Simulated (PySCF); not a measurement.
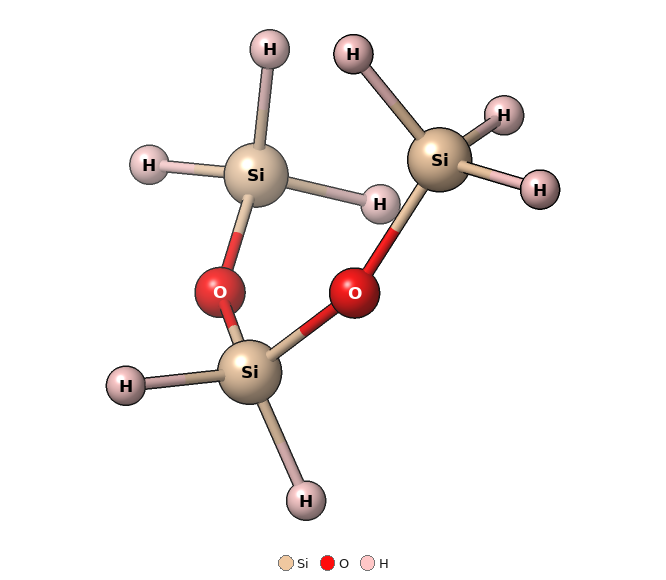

Orthographic view. Atoms fade into the background with distance from the viewer. The computed structure is the end point of a PBE0-D3(BJ)/def2-SVP optimisation. No frequency run is at hand to confirm it as a minimum.

### Give the standard InChI.

InChI=1S/H8O2Si3/c3-1-5-2-4/h5H2,3-4H3
